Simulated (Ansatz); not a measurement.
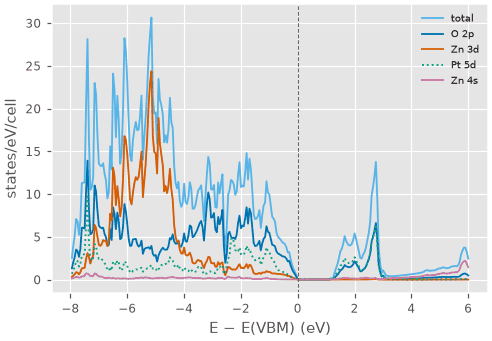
Figure: Total and projected density of states of Zn2PtO4 in space group Imma (No. 74; Pearson symbol oI28), r²SCAN in the plane-wave PAW code Ansatz

Q: Which orbitals carry the states next to the gap?

A: Top 1 eV of the valence band: O 2p 60 %, Pt 5d 25 %, Zn 3d 12 %. Bottom 1 eV of the conduction band: Pt 5d 49 %, O 2p 35 %, O 2s 8 %. Projections are on Löwdin-orthogonalised atomic valence shells; empty p or d shells of many metals are not among them.

Q: Where is the tallest occupied peak in this window, and what makes it?

A: Near -5.1 eV, about 31 states/eV per cell; the largest projected share is Zn 3d.

The first step of the workflow began from a Materials Project structure, measured or hypothetical; the Crystallography Open Database copy checked does not list it. Whether it is the stable phase at ambient conditions was not checked. The r²SCAN relaxation kept the symmetry of its start; whether a distortion lowers the energy is not shown. The run is not spin-polarised. Spin–orbit coupling is left out wherever it is not named.

Potentials: the later of the program's two PAW sets.
